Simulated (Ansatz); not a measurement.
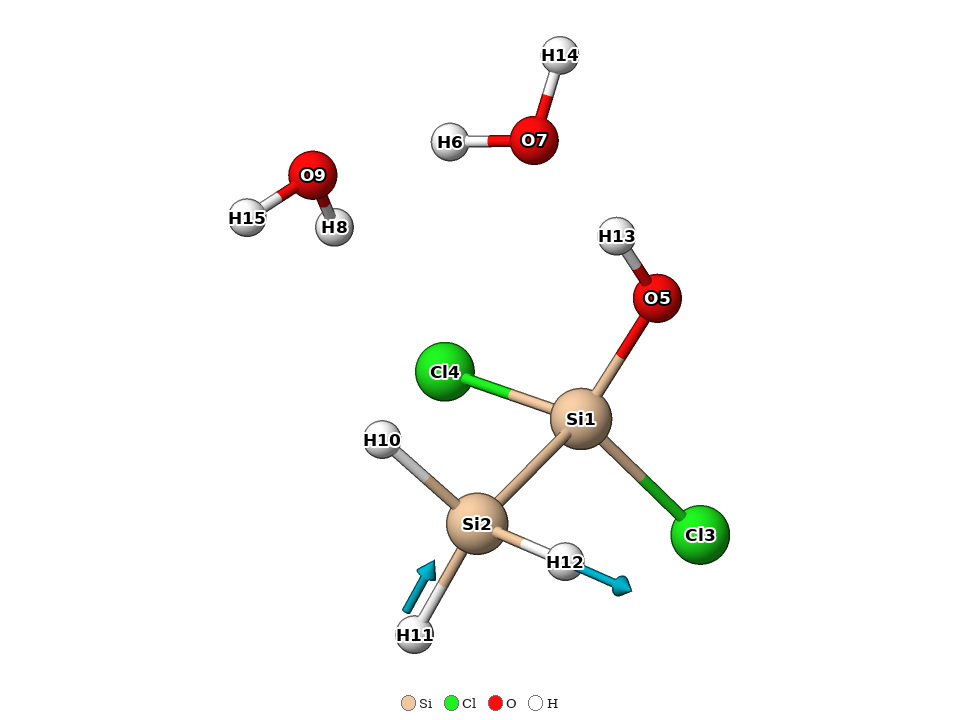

The arrows show one normal mode. Harmonic vibrations computed with RKS PBE0-D4/def2-TZVP (Ansatz 0.2.0) at a stationary point of the same level.

Describe the motion.

Mostly out-of-phase stretching of 2 Si–H bonds.

Estimate its harmonic wavenumber.

2244 cm⁻¹; it is mode 34 of 39 counted from the lowest.
